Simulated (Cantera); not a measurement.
Input: 1 mol Ti, 3.2 mol H₂O, 1.8 mol N₂, 0.0021 mol HCl, held at 0.240 bar.

Method: chemical equilibrium by Gibbs-energy minimisation in Cantera with the NASA 1993 tables (ideal gas, pure condensed phases). Candidate condensed phases: H₂O, NH₄Cl, Ti, TiCl₂, TiCl₃, TiCl₄, TiN, TiO, TiO₂, Ti₂O₃, Ti₃O₅, Ti₄O₇; 38 gas species. Mutual solubility and eutectic melting of coexisting phases are not modelled. Condensed phases not in the tables: Magnéli phases beyond Ti₄O₇. Gases not in the tables: TiO(OH)₂. The numbers say what is thermodynamically allowed, not how fast it happens.

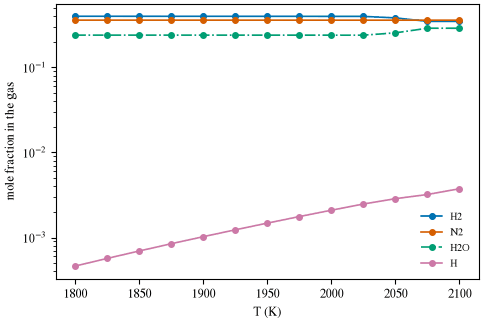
Fig. 1. Equilibrium gas composition (values under 1e-9 drawn at 1e-9)

**Question.** Read off the mole fractions at 1850 K.

**Answer.** H₂ about 0.40, N₂ about 0.36, H₂O about 0.24, H about 0.00069.
